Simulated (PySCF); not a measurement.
## Single-point calculation, with input and output: BBr (charge +1)

- system: BBr, charge +1, multiplicity 2
- method: UHF/6-31g*, mp2 (PySCF 2.14.0)

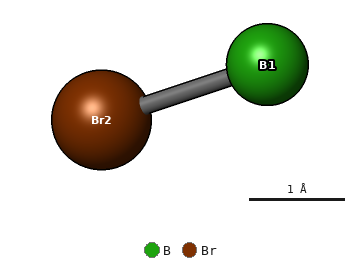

*The structure as given in the input (ball-and-stick view, seen at a tilt; atoms are numbered from 1 in the order of the input).*

Summary

- outcome: converged
- SCF energy: −2595.701314 hartree
- ⟨S²⟩: 0.773
- hardware: 1 CPU thread, shared host

Input file
```python
from pyscf import gto, scf, mp

mol = gto.M(
    atom='B 0 0 0; Br 0 0 2.03',
    basis='6-31g*',
    charge=1,
    spin=1,
    symmetry=True,
    verbose=4,
)
mf = scf.UHF(mol)
mf = mf.density_fit(auxbasis='cc-pvdz-jkfit')
mf.kernel()
mp.MP2(mf, frozen=10).kernel()
mf.dip_moment()
print('orbital energies (hartree):', [e[max(0, n-3):n+3].round(4) for e, n in zip(mf.mo_energy, mol.nelec)])
```

Run as:
```bash
OMP_NUM_THREADS=1 python input.py
```

Log
```
PySCF version 2.14.0

[INPUT] verbose = 4
[INPUT] num. atoms = 2
[INPUT] num. electrons = 39
[INPUT] charge = 1
[INPUT] spin (= nelec alpha-beta = 2S) = 1
[INPUT] symmetry True subgroup None
[INPUT] Mole.unit = angstrom
[INPUT] Symbol           X                Y                Z      unit          X                Y                Z       unit  Magmom
[INPUT]  1 B      0.000000000000   0.000000000000   0.000000000000 AA    0.000000000000   0.000000000000   0.000000000000 Bohr   0.0
[INPUT]  2 Br     0.000000000000   0.000000000000   2.030000000000 AA    0.000000000000   0.000000000000   3.836144032867 Bohr   0.0

nuclear repulsion = 45.6187250793104
point group symmetry = Coov
symmetry origin: [0.         0.         3.35662603]
symmetry axis x: [1. 0. 0.]
symmetry axis y: [0. 1. 0.]
symmetry axis z: [0. 0. 1.]
num. orbitals of irrep A1 = 18
num. orbitals of irrep E1x = 10
num. orbitals of irrep E1y = 10
num. orbitals of irrep E2x = 4
num. orbitals of irrep E2y = 4
number of shells = 18
number of NR pGTOs = 122
number of NR cGTOs = 46
basis = 6-31g*
ecp = {}

******** <class 'pyscf.df.df_jk.DFSymAdaptedUHF'> ********
method = DFSymAdaptedUHF
initial guess = minao
damping factor = 0
level_shift factor = 0
DIIS = <class 'pyscf.scf.diis.CDIIS'>
diis_start_cycle = 1
diis_space = 8
diis_damp = 0
SCF conv_tol = 1e-09
SCF conv_tol_grad = None
SCF max_cycles = 50
direct_scf = False
number electrons alpha = 20  beta = 19
Freeze 0 electrons in irreps []
    39 free electrons in irreps A1 E1x E1y E2x E2y
Set gradient conv threshold to 3.16228e-05
******** <class 'pyscf.df.df.DF'> ********
auxbasis = cc-pvdz-jkfit
init E= -2594.8833039964
alpha HOMO (A1) = -0.256689071733746  LUMO (E1x) = 0.0440206687680362
beta  HOMO (E1x) = -0.414842201723904  LUMO (A1) = -0.256689071733746

WARN: HOMO -0.256689071733746 >= LUMO -0.256689071733746

WARN: alpha-A1 HOMO -0.256689071733746 > system LUMO -0.256689071733746

WARN: beta-A1 LUMO -0.256689071733746 < system HOMO -0.256689071733746

cycle= 1 E= -2595.59253648375  delta_E= -0.709  |g|= 0.296  |ddm|= 1.01
alpha HOMO (E1x) = -0.695438258350803  LUMO (E1x) = -0.353636719540075
beta  HOMO (E1x) = -0.682594535435072  LUMO (A1) = -0.42494490630489
  HOMO = -0.682594535435  LUMO = -0.424944906305  gap/eV = 7.01100
cycle= 2 E= -2595.67356418551  delta_E= -0.081  |g|= 0.16  |ddm|= 0.722
alpha HOMO (E1x) = -0.718771073473516  LUMO (E1x) = -0.258864950398519
beta  HOMO (E1x) = -0.710270471547049  LUMO (A1) = -0.340936815729719
  HOMO = -0.710270471547  LUMO = -0.34093681573  gap/eV = 10.05008
cycle= 3 E= -2595.6951232219  delta_E= -0.0216  |g|= 0.055  |ddm|= 0.223
alpha HOMO (E1x) = -0.702199390021619  LUMO (E1x) = -0.248360031589558
beta  HOMO (E1x) = -0.696011987743712  LUMO (A1) = -0.316701878190435
  HOMO = -0.696011987744  LUMO = -0.31670187819  gap/eV = 10.32155
cycle= 4 E= -2595.69914678229  delta_E= -0.00402  |g|= 0.0289  |ddm|=  0.1
alpha HOMO (E1x) = -0.700959307029979  LUMO (E1x) = -0.24276591522953
beta  HOMO (E1x) = -0.697042877185978  LUMO (A1) = -0.302486909903773
  HOMO = -0.697042877186  LUMO = -0.302486909904  gap/eV = 10.73641
cycle= 5 E= -2595.70081762497  delta_E= -0.00167  |g|= 0.011  |ddm|= 0.0736
alpha HOMO (E1x) = -0.701270787650172  LUMO (E1x) = -0.24533590238241
beta  HOMO (E1x) = -0.698369129354786  LUMO (A1) = -0.300959895937815
  HOMO = -0.698369129355  LUMO = -0.300959895938  gap/eV = 10.81406
cycle= 6 E= -2595.70119849816  delta_E= -0.000381  |g|= 0.00455  |ddm|= 0.0406
alpha HOMO (E1x) = -0.700170346801242  LUMO (E1x) = -0.245879775534408
beta  HOMO (E1x) = -0.697468534559875  LUMO (A1) = -0.300663449071549
  HOMO = -0.69746853456  LUMO = -0.300663449072  gap/eV = 10.79762
cycle= 7 E= -2595.70126771166  delta_E= -6.92e-05  |g|= 0.00275  |ddm|= 0.016
alpha HOMO (E1x) = -0.700029183770708  LUMO (E1x) = -0.246379291436578
beta  HOMO (E1x) = -0.697764074969302  LUMO (A1) = -0.300323895977852
  HOMO = -0.697764074969  LUMO = -0.300323895978  gap/eV = 10.81490
cycle= 8 E= -2595.70130435981  delta_E= -3.66e-05  |g|= 0.00125  |ddm|= 0.0152
alpha HOMO (E1x) = -0.699521386799372  LUMO (E1x) = -0.246864471518709
beta  HOMO (E1x) = -0.697725970513645  LUMO (A1) = -0.300211363694392
  HOMO = -0.697725970514  LUMO = -0.300211363694  gap/eV = 10.81692
cycle= 9 E= -2595.70131310002  delta_E= -8.74e-06  |g|= 0.000307  |ddm|= 0.00986
alpha HOMO (E1x) = -0.699486706987435  LUMO (E1x) = -0.246949512264982
beta  HOMO (E1x) = -0.697863526808439  LUMO (A1) = -0.300248388456098
  HOMO = -0.697863526808  LUMO = -0.300248388456  gap/eV = 10.81966
cycle= 10 E= -2595.70131351791  delta_E= -4.18e-07  |g|= 0.000135  |ddm|= 0.00159
alpha HOMO (E1x) = -0.699423155993842  LUMO (E1x) = -0.246972462053193
beta  HOMO (E1x) = -0.697908489847497  LUMO (A1) = -0.300207567702435
  HOMO = -0.697908489847  LUMO = -0.300207567702  gap/eV = 10.82199
cycle= 11 E= -2595.70131361111  delta_E= -9.32e-08  |g|= 6.02e-05  |ddm|= 0.000722
alpha HOMO (E1x) = -0.699396008994811  LUMO (E1x) = -0.246988942522933
beta  HOMO (E1x) = -0.697939434466123  LUMO (A1) = -0.300205233426499
  HOMO = -0.697939434466  LUMO = -0.300205233426  gap/eV = 10.82290
cycle= 12 E= -2595.70131362902  delta_E= -1.79e-08  |g|= 1.32e-05  |ddm|= 0.00039
alpha HOMO (E1x) = -0.699392575929719  LUMO (E1x) = -0.246998369236839
beta  HOMO (E1x) = -0.697944542816738  LUMO (A1) = -0.300206640507193
  HOMO = -0.697944542817  LUMO = -0.300206640507  gap/eV = 10.82300
cycle= 13 E= -2595.7013136296  delta_E= -5.82e-10  |g|= 4.41e-06  |ddm|= 6.33e-05
```

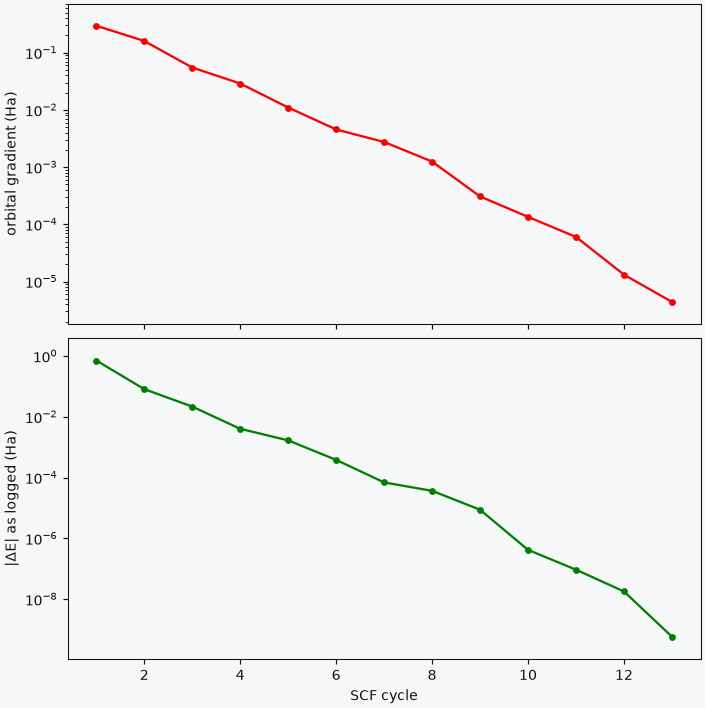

*Convergence of the self-consistent field: orbital gradient and size of the energy change against the SCF cycle.*

The residual falls at every step.

```
alpha HOMO (E1x) = -0.699392396876684  LUMO (E1x) = -0.246997937462395
beta  HOMO (E1x) = -0.697944709545857  LUMO (A1) = -0.300205878711901
  HOMO = -0.697944709546  LUMO = -0.300205878712  gap/eV = 10.82302
Extra cycle  E= -2595.70131362964  delta_E= -3.82e-11  |g|= 2.58e-06  |ddm|= 9.85e-06
converged SCF energy = -2595.70131362964  <S^2> = 0.77336409  2S+1 = 2.0232292

******** <class 'pyscf.mp.dfump2.DFUMP2'> ********
nocc = (np.int64(10), np.int64(9)), nmo = (36, 36)
frozen orbitals 10
E(DFUMP2) = -2595.99959475814  E_corr = -0.298281128500453
E(SCS-DFUMP2) = -2595.97269429762  E_corr = -0.27138066797837
E_corr(same-spin) = -0.0998730994871236
E_corr(oppo-spin) = -0.19840802901333

WARN: System has nonzero charge 1; the dipole moment is origin-dependent.
Location of origin: [0. 0. 0.]

Dipole moment(X, Y, Z, Debye):  0.00000,  0.00000,  2.77704
orbital energies (hartree): [array([-0.763 , -0.6994, -0.6994, -0.247 , -0.247 , -0.1027]), array([-0.8478, -0.6979, -0.6979, -0.3002, -0.2006, -0.2006])]
```
